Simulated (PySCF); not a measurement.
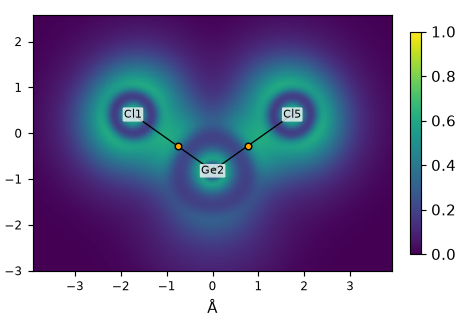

Figure. Cl4Ge, SMILES `Cl[Ge](Cl)(Cl)Cl`. Localised orbital locator (LOL) in the plane of Cl1, Ge2 and Cl5, with bond paths and bond critical points (dots).

Method: PBE/def2-TZVP; geometry: GFN2-xTB; program: PySCF. No frequency check shows the geometry to be a minimum. GFN2-xTB bond lengths at metals and heavier atoms can be off by up to 0.1 Å and shapes distorted, which carries into these values.

> What values does LOL take at the bond critical points in this plane?

Cl1–Ge2 and Ge2–Cl5: about 0.45. Values above 0.5 mark slow, localised electrons, as in shared pairs; low values at a critical point mark a polar or closed-shell contact whose critical point lies between the shells.

> Where along Cl1–Ge2 does the critical point lie?

1.19 Å from Cl1 and 0.93 Å from Ge2.

Cost of the run: 29 s on 1 thread of AMD EPYC 7R43 64-Core Processor (Zen 3) (shared host), peak memory 0.65 GiB.
